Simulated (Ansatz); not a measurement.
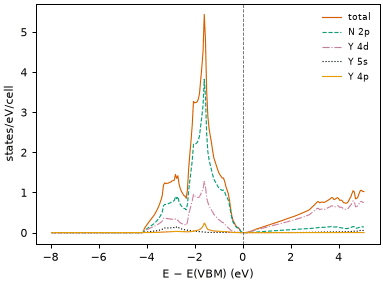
Total and projected density of states of YN (rock salt, Fm-3m), PBEsol in the plane-wave PAW code Ansatz

Q: Which orbitals carry the states next to the gap?

A: Top 1 eV of the valence band: N 2p 80 %, Y 4d 16 %. Bottom 1 eV of the conduction band: Y 4d 80 %, N 2p 19 %. Projections are on Löwdin-orthogonalised atomic valence shells; empty p or d shells of many metals are not among them.

Q: Where is the tallest occupied peak in this window, and what makes it?

A: Near -1.6 eV, about 5.4 states/eV per cell; the largest projected share is N 2p.

The PBEsol relaxation kept the symmetry of its start. No spin polarisation was allowed. Spin–orbit coupling is left out wherever it is not named.

Potentials: the later of the program's two PAW sets.
